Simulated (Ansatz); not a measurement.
# CH7FSi2 (SMILES F[SiH2]C[SiH3]): revPBE/6-31G(d) (spherical functions)

Aim: the energy change on altering one bond length of CH7FSi2 at revPBE/6-31G* (spherical functions), from 2 runs. 

The calculation is run with Ansatz 0.2.0.

58 further runs of the same task are left out: 1 that didn't finish, 57 set aside as unsound or not needed.

**1. The molecule**

The species is CH7FSi2 (11 atoms), meant as a singlet with charge 0. SMILES: `F[SiH2]C[SiH3]`. The shape is that of a PBE0-D4/def2-TZVP optimisation. This is one conformer, not always the lowest.

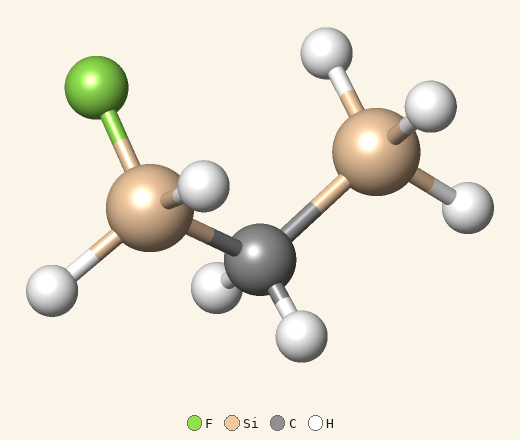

Viewed from a chosen angle; fluorine green, silicon light orange, carbon grey, hydrogen white.

**2. A single-point energy at revPBE/6-31G(d) (spherical functions)**

job.yaml reads:

```yaml
crystal:
  periodic: [false, false, false]
  atoms:
    - {symbol: F, position_ang: [-1.629100, 1.667400, 0.202000]}
    - {symbol: Si, position_ang: [-0.069200, 1.498400, 0.534400]}
    - {symbol: C, position_ang: [0.349200, -0.305900, 0.605500]}
    - {symbol: Si, position_ang: [-0.157200, -1.306900, -0.899700]}
    - {symbol: H, position_ang: [0.694000, 2.172900, -0.545000]}
    - {symbol: H, position_ang: [0.175700, 2.177500, 1.831400]}
    - {symbol: H, position_ang: [1.437100, -0.385200, 0.722600]}
    - {symbol: H, position_ang: [-0.101300, -0.751100, 1.498900]}
    - {symbol: H, position_ang: [-1.636400, -1.388400, -0.995700]}
    - {symbol: H, position_ang: [0.369900, -0.665700, -2.134100]}
    - {symbol: H, position_ang: [0.392600, -2.686000, -0.812200]}
basis:
  gaussian:
    orbitals: 6-31G_st_-spherical.json
hamiltonian:
  xc: {name: revPBE}
accuracy: high
output:
  orbitals: {seedname: orbitals}
```

The basis set 6-31G* is read from a file made from the Basis Set Exchange's data (not shown).

Run with:

```
$ ansatz run job.yaml --threads 1 --pin off --max-ram 3480MiB --events-out events.jsonl --progress --plain --runs-dir runs
```

The program printed:

```text
Warning: RAYON_NUM_THREADS=1 ignored (pool sized by the plan → 1); use --threads N
Functional definition: revPBE
  name "revPBE"
  parameter kappa = 1.245
  parameter beta = 0.06672455060314922
  exchange = pbe_x(kappa = kappa, mu = beta*pi^2/3)
  correlation = pbe_c(beta = beta)
1847 factors; integrals over basis functions are off by at most 3.6e-9 eV
mean field evaluation 1: about -19612.2925 eV, gradient 5.4e1 eV
mean field evaluation 2: about -19602.5179 eV, gradient 8.1e1 eV
mean field evaluation 4: about -19618.8135 eV, gradient 4.3e0 eV
mean field evaluation 8: about -19618.8340 eV, gradient 2.9e-2 eV
mean field evaluation 16: about -19618.8340 eV, gradient 1.8e-6 eV
mean field -19618.83403638 eV, -720.9788527138 hartree, gradient 2.3e-8 eV, S^2 0.000000; 0 other end points of the search recorded, 0 dependent functions left out
reference -19618.83404157 eV, -720.9788529044 hartree; 25, 25 occupied and 53, 53 virtual orbitals, 1847 factors
Total energy: -19618.83404157 eV, -720.9788529044 hartree
```

It took 7.8 s on 1 thread of Arm Neoverse V1, shared host; peak memory 0.21 GiB.

**3. The distorted shape at the same level**

run.yaml reads:

```yaml
crystal:
  periodic: [false, false, false]
  atoms:
    - symbol: F
      position_ang: [-2.131182, 3.832571, 0.116680]
    - symbol: Si
      position_ang: [-0.571282, 3.663571, 0.449080]
    - symbol: C
      position_ang: [0.349200, -0.305900, 0.605500]
    - symbol: Si
      position_ang: [-0.157200, -1.306900, -0.899700]
    - symbol: H
      position_ang: [0.191918, 4.338071, -0.630320]
    - symbol: H
      position_ang: [-0.326382, 4.342671, 1.746080]
    - symbol: H
      position_ang: [1.437100, -0.385200, 0.722600]
    - symbol: H
      position_ang: [-0.101300, -0.751100, 1.498900]
    - symbol: H
      position_ang: [-1.636400, -1.388400, -0.995700]
    - symbol: H
      position_ang: [0.369900, -0.665700, -2.134100]
    - symbol: H
      position_ang: [0.392600, -2.686000, -0.812200]
basis:
  gaussian: {orbitals: 6-31G_st_-spherical.json}
hamiltonian: {xc: {name: revPBE}}
accuracy: high
output: {orbitals: {seedname: orbitals}}
```

The basis set 6-31G* is read from a file made from the Basis Set Exchange's data (not shown).

Run with:

```
$ ansatz run run.yaml --threads 1 --pin off --max-ram 3480MiB --events-out events.jsonl --progress --plain --runs-dir runs
```

The program printed:

```text
Warning: RAYON_NUM_THREADS=1 ignored (pool sized by the plan → 1); use --threads N
Functional definition: revPBE
  name "revPBE"
  parameter kappa = 1.245
  parameter beta = 0.06672455060314922
  exchange = pbe_x(kappa = kappa, mu = beta*pi^2/3)
  correlation = pbe_c(beta = beta)
1738 factors; integrals over basis functions are off by at most 4.2e-8 eV
mean field evaluation 1: about -19599.1707 eV, gradient 6.6e1 eV
mean field evaluation 2: about -19375.0330 eV, gradient 1.4e2 eV
mean field evaluation 4: about -19602.8839 eV, gradient 4.8e1 eV
mean field evaluation 8: about -19614.3566 eV, gradient 1.9e0 eV
mean field evaluation 16: about -19614.3566 eV, gradient 8.9e-3 eV
mean field -19614.35663850 eV, -720.8143113763 hartree, gradient 3.7e-8 eV, S^2 0.000000; 0 other end points of the search recorded, 0 dependent functions left out
reference -19614.35664442 eV, -720.8143115940 hartree; 25, 25 occupied and 53, 53 virtual orbitals, 1738 factors
Total energy: -19614.35664442 eV, -720.8143115940 hartree
```

It took 6.3 s on 1 thread of Arm Neoverse V1, shared host; peak memory 0.21 GiB.

**4. Summary of results**

Level: revPBE/6-31G* (spherical functions).

| quantity | value |
| --- | --- |
| first shape: total energy | -720.97885 Eh |
| first shape: HOMO energy | -7.39 eV |
| first shape: LUMO energy | -0.09 eV |
| first shape: HOMO–LUMO gap | 7.29 eV |
| distorted shape: total energy | -720.81431 Eh |
| distorted shape: HOMO energy | -5.11 eV |
| distorted shape: LUMO energy | -4.32 eV |
| distorted shape: HOMO–LUMO gap | 0.79 eV |
| energy change with the Si2–C3 bond stretched from 1.854 to 4.078 Å | 4.477 eV |

What this shows: One bond (distorted shape) is far stretched, which a spin-restricted single reference describes badly; a broken-symmetry solution may lie lower. With the Si2–C3 bond stretched from 1.854 to 4.078 Å the energy rises by 4.48 eV (432 kJ/mol). The first shape isn't relaxed at this level, so the change isn't measured from a minimum. A restricted reference can't describe the breaking bond well at this length.
